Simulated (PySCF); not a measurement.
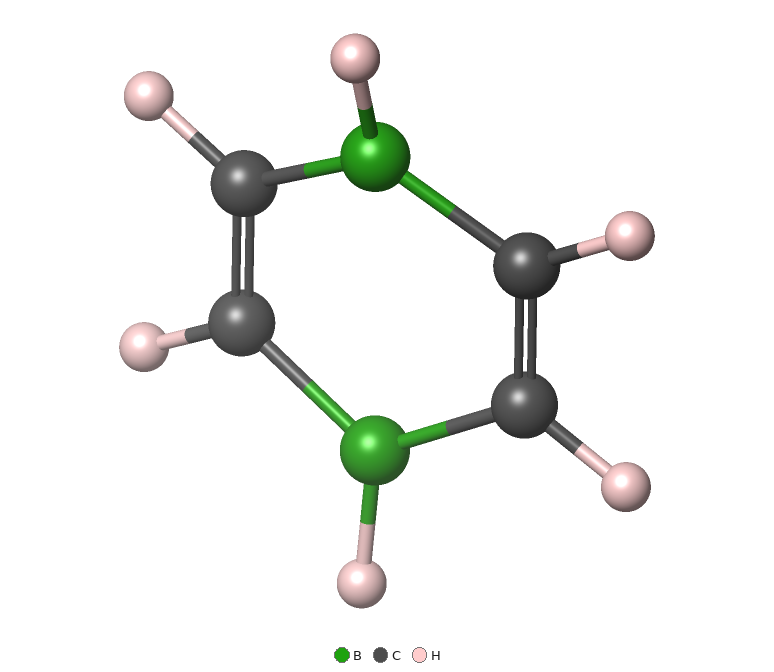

Ball-and-stick drawing of a structure.

Describe the molecule.

The molecule is C4H6B2. As SMILES it reads `B1C=CBC=C1`. Independent rings (smallest set): 1 of 6 members. Among its groups: alkene, B–H bond. Coordination: 2 B trigonal planar; 4 C trigonal planar.

The parts below concern this one geometry. Atoms keep their numbers from picture to picture. Computed geometry: PBE0-D3(BJ)/def2-SVP optimisation. No frequency run is at hand to confirm it as a minimum.

## Shape

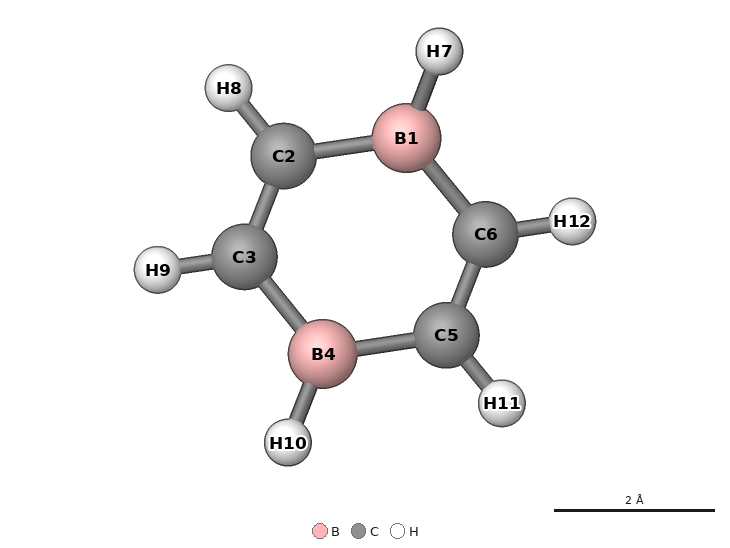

The atoms are numbered. No frequency run is at hand to confirm it as a minimum.

List the bonds and their lengths.

```csv
bond,length (Å),order
B1–C2,1.567,single
B1–C6,1.567,single
B1–H7,1.212,single
C2–C3,1.354,double
C2–H8,1.098,single
C3–B4,1.569,single
C3–H9,1.098,single
B4–C5,1.569,single
B4–H10,1.211,single
C5–C6,1.354,double
C5–H11,1.098,single
C6–H12,1.098,single
```

## Electronic properties

No frequency run is at hand to confirm it as a minimum. Method: PBE0/def2-SVPD, gas phase (PySCF 2.14.0). Excitations: vertical, linear response.

Question: Give the brightest of the 10 lowest singlets at this level.

Answer: 5.11 eV.

Question: Estimate the HOMO energy (Kohn–Sham orbital).

Answer: −7.71 eV.

Question: What is the HOMO–LUMO gap?

Answer: 4.22 eV.

Question: What is the lowest vertical singlet excitation?

Answer: 2.97 eV.

## Core levels

No frequency run is at hand to confirm it as a minimum. Properties computed with delta-SCF UKS SCAN, pcX-2 on the ionised atom, pcseg-1 elsewhere, spin-free X2C (PySCF 2.14.0).

Give the core-electron binding energies (to vacuum) of B1 1s, C2 1s.

| atom | level | binding energy (eV) |
| --- | --- | --- |
| B1 | 1s | 195.6 |
| C2 | 1s | 290.2 |

## Spin–spin coupling

No frequency run is at hand to confirm it as a minimum. Properties computed with B3LYP/pcJ-1 indirect spin-spin coupling, non-relativistic, gas phase (PySCF 2.14.0). Isotopes: 11B, 13C, 1H.

Give the spin–spin coupling constants of these pairs, with the number of bonds between them: B1/H7, B1/C2, B4/C5, B4/H10, B1/C5, B1/H12, B4/H9, B4/C6, B4/H11, B1/H9, B4/H8, B4/H12.

| pair | bonds apart | J (Hz) |
| --- | --- | --- |
| B1, H7 | 1 | 132.8 |
| B1, C2 | 1 | 65.1 |
| B4, C5 | 1 | 65.0 |
| B4, H10 | 1 | 132.5 |
| B1, C5 | 2 | 2.7 |
| B1, H12 | 2 | 5.6 |
| B4, H9 | 2 | 5.3 |
| B4, C6 | 2 | 3.2 |
| B4, H11 | 2 | 5.3 |
| B1, H9 | 3 | 8.9 |
| B4, H8 | 3 | 9.0 |
| B4, H12 | 3 | 9.0 |
